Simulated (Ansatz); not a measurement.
# CH7BGaN: one change and its effect

System: CH7BGaN, SMILES C[B](N)[GaH2].
Method of run A: RKS wB97M-V/def2-SVP (Ansatz 0.2.0).

The geometry comes from this level: PBE0-D4/def2-TZVP. Text and figures count atoms from 1; the logs count them from 0 in places.

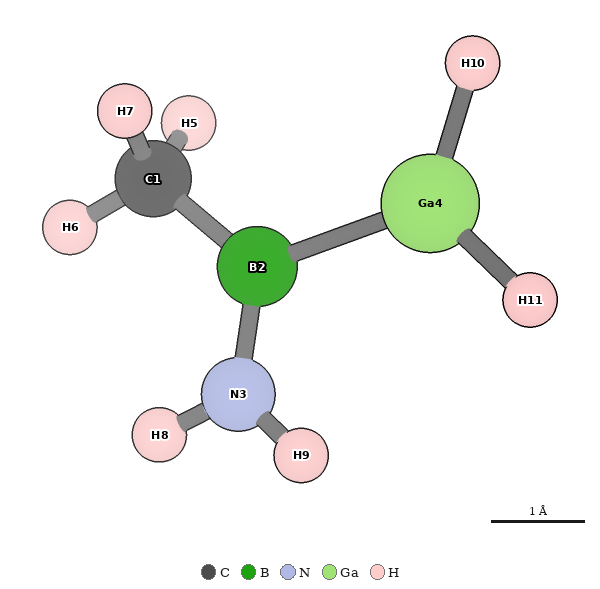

The input geometry (ball-and-stick view, seen at a tilt; atoms are numbered from 1 in the order of the input). Sticks mark near contacts.

**Input, run A**
```yaml
crystal:
  periodic: [false, false, false]
  atoms:
    - {symbol: C, position_ang: [-0.483132, 1.456391, 0.267102]}
    - {symbol: B, position_ang: [-0.083362, -0.060437, 0.166581]}
    - {symbol: N, position_ang: [-0.462828, -0.946936, 1.172110]}
    - {symbol: Ga, position_ang: [1.028190, -0.891067, -1.433860]}
    - {symbol: H, position_ang: [-1.066880, 1.762163, -0.608167]}
    - {symbol: H, position_ang: [-1.061772, 1.708502, 1.162992]}
    - {symbol: H, position_ang: [0.408931, 2.092431, 0.252222]}
    - {symbol: H, position_ang: [-0.994074, -0.662410, 1.982687]}
    - {symbol: H, position_ang: [-0.238764, -1.927888, 1.166411]}
    - {symbol: H, position_ang: [1.582522, -0.087430, -2.677803]}
    - {symbol: H, position_ang: [1.371180, -2.443329, -1.450276]}
basis:
  gaussian: {orbitals: def2-SVP}
hamiltonian: {xc: {name: wB97M-V}}
output: {orbitals: {seedname: orbitals}}
```

Hardware: 4 CPU threads, shared host.

**Output (run A)**
```
Functional definition: wB97M-V
  parameter omega = 0.3/bohr
  parameter cx = 0.15
  parameter cx01 = 1.007
  parameter cx10 = 0.259
  parameter css00 = 0.443
  parameter css04 = -1.437
  parameter css10 = -4.535
  parameter css20 = -3.390
  parameter css43 = 4.278
  parameter cos00 = 1.000
  parameter cos10 = 1.358
  parameter cos20 = 2.924
  parameter cos21 = -8.812
  parameter cos60 = -1.390
  parameter cos61 = 9.142
  parameter b = 6.0
  parameter c = 0.01
  gx(w, u) = 1 - cx + cx01*u + cx10*w
  gss(w, u) = css00 + css04*u^4 + css10*w + css20*w^2 + css43*w^4*u^3
  gos(w, u) = cos00 + cos10*w + (cos20 + cos21*u)*w^2 + (cos60 + cos61*u)*w^6
  exchange = spin_sum(e_x_unif_sr(omega)*gx(b97_w, b97_u_x)) + cx*exact_x_sr(omega) + exact_x_lr(omega)
  correlation = spin_sum(e_c_pw_mod_same_spin*gss(b97_w, b97_u_same))
      + integral(e_c_pw_mod_opposite_spin*gos(b97_w_opposite, b97_u_opposite)) + vv10(b, c)
1272 factors; their error is unknown
326 factors; integrals over basis functions are off by at most 8.0e-6 eV
mean field evaluation 1: about -55676.7680 eV, gradient 5.0e1 eV
mean field evaluation 2: about -55678.3568 eV, gradient 4.4e1 eV
mean field evaluation 4: about -55682.0896 eV, gradient 1.8e0 eV
mean field evaluation 8: about -55682.1011 eV, gradient 6.7e-2 eV
mean field evaluation 16: about -55682.1766 eV, gradient 3.5e-5 eV
mean field -55682.17663805 eV, -2046.2822487135 hartree, gradient 3.5e-5 eV, S^2 0.000000; 0 other end points of the search recorded, 0 dependent functions left out
reference -55682.17668884 eV, -2046.2822505798 hartree; 28, 28 occupied and 81, 81 virtual orbitals, 1272 factors
Total energy: -55682.17668884 eV, -2046.2822505798 hartree
```

For run B the input was changed thus:
```diff
-  gaussian: {orbitals: def2-SVP}
+  gaussian: {orbitals: "def2-QZVPP.json"}
```

Predict how the results change.

The total energy of run B is 275.3 kcal/mol lower, which measures the change of basis and not a stability. The HOMO goes from −8.85 to −8.98 eV. The LUMO goes from 0.09 to −0.15 eV. The basis functions go from 109 to 470.

**Output (run B)**
```
Functional definition: wB97M-V
  parameter omega = 0.3/bohr
  parameter cx = 0.15
  parameter cx01 = 1.007
  parameter cx10 = 0.259
  parameter css00 = 0.443
  parameter css04 = -1.437
  parameter css10 = -4.535
  parameter css20 = -3.390
  parameter css43 = 4.278
  parameter cos00 = 1.000
  parameter cos10 = 1.358
  parameter cos20 = 2.924
  parameter cos21 = -8.812
  parameter cos60 = -1.390
  parameter cos61 = 9.142
  parameter b = 6.0
  parameter c = 0.01
  gx(w, u) = 1 - cx + cx01*u + cx10*w
  gss(w, u) = css00 + css04*u^4 + css10*w + css20*w^2 + css43*w^4*u^3
  gos(w, u) = cos00 + cos10*w + (cos20 + cos21*u)*w^2 + (cos60 + cos61*u)*w^6
  exchange = spin_sum(e_x_unif_sr(omega)*gx(b97_w, b97_u_x)) + cx*exact_x_sr(omega) + exact_x_lr(omega)
  correlation = spin_sum(e_c_pw_mod_same_spin*gss(b97_w, b97_u_same))
      + integral(e_c_pw_mod_opposite_spin*gos(b97_w_opposite, b97_u_opposite)) + vv10(b, c)
1564 factors; their error is unknown
404 factors; integrals over basis functions are off by at most 8.7e-6 eV
mean field evaluation 1: about -55686.2852 eV, gradient 6.3e1 eV
mean field evaluation 2: about -55687.8822 eV, gradient 5.9e1 eV
mean field evaluation 4: about -55694.0129 eV, gradient 2.9e0 eV
mean field evaluation 8: about -55694.0296 eV, gradient 4.5e-2 eV
mean field evaluation 16: about -55694.1158 eV, gradient 2.7e-5 eV
mean field -55694.11583977 eV, -2046.7210062840 hartree, gradient 2.7e-5 eV, S^2 0.000000; 0 other end points of the search recorded, 0 dependent functions left out
reference -55694.11591195 eV, -2046.7210089365 hartree; 28, 28 occupied and 442, 442 virtual orbitals, 1564 factors
Total energy: -55694.11591195 eV, -2046.7210089365 hartree
```

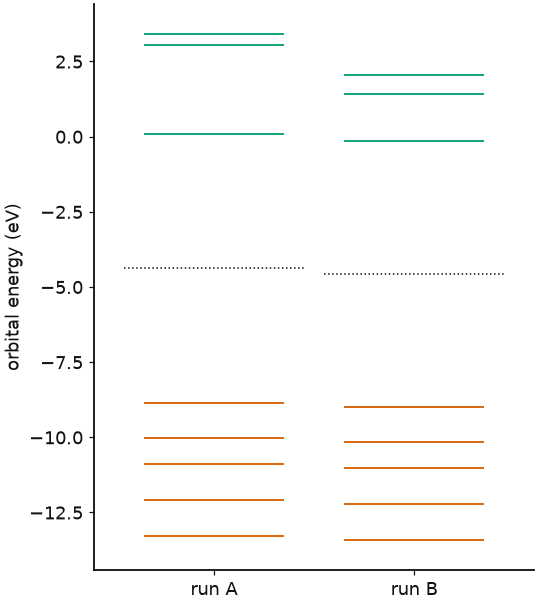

The five highest filled and three lowest empty orbital energies of the two runs; the dotted lines part filled from empty levels. The HOMO–LUMO gap is 8.94 eV in run A and 8.82 eV in run B.

**The two runs side by side**

```csv
quantity,run A,run B
outcome,converged,converged
total energy (hartree),−2046.282251,−2046.721009
HOMO (eV),−8.85,−8.98
LUMO (eV),0.09,−0.15
basis functions,109,470
wall time (shared host),3.4 s,18 s
```
